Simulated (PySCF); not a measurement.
C2H6OSeSi, SMILES CC(=O)[SiH2][SeH] at its GFN2-xTB optimised geometry (Å):

```
11

C      2.0698    -0.7278     0.0000
C      0.5740    -0.7278     0.0000
O     -0.0856    -1.7409    -0.0008
Si    -0.3050     0.9973     0.0000
Se    -2.4664     0.3802    -0.0403
H      2.4664    -1.7410     0.0106
H      2.4218    -0.2017    -0.8850
H      2.4243    -0.1809     0.8711
H      0.0967     1.7410    -1.1916
H      0.0594     1.7191     1.2170
H     -2.1044    -1.0124    -0.0327
```

Calculation: CAM-B3LYP/def2-TZVP (PySCF 2.14.0). Cells within 0.4 Å of a nucleus heavier than hydrogen are left out (blank, or x).

Map of the deformation density (molecule minus spherical neutral atoms) (e/bohr³) on the plane z = 0.0 Å:

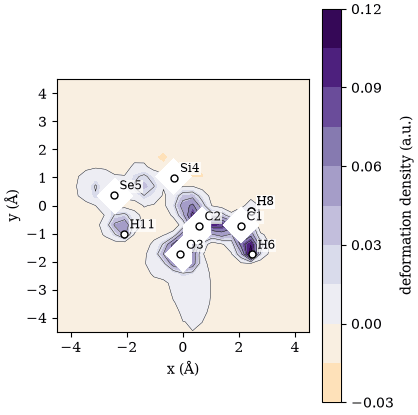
Fig. 1. Deformation density (molecule minus spherical neutral atoms) (e/bohr³) on the plane z = 0.0 Å.
